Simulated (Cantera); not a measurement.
Feed: 1 mol Ti, a varied amount of C3H8, at 1752 °C and 0.0500 bar.

Method: chemical equilibrium by Gibbs-energy minimisation in Cantera with the NASA 1993 tables (ideal gas, pure condensed phases). Candidate condensed phases: C, C6H6, C7H8, C8H18, Ti, TiC; 77 gas species. Mutual solubility and eutectic melting of coexisting phases are not modelled. TiC: taken at fixed stoichiometry. Condensed phases not in the tables: N, O or C dissolved in the metal. Rates play no part.

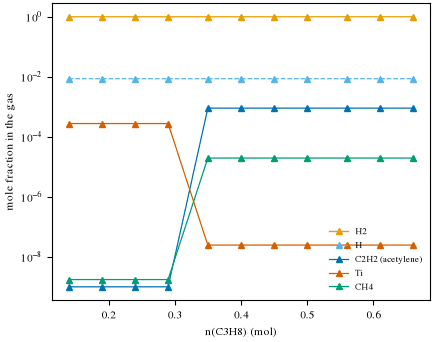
Figure: Equilibrium gas composition (values under 1e-9 drawn at 1e-9)

From 0.14 mol C3H8 to 0.29 mol C3H8 the condensed part is Ti(l) + TiC(s). From 0.35 mol C3H8 to 0.66 mol C3H8 the condensed part is C(graphite) + TiC(s). The main Ti-bearing gas is Ti throughout.
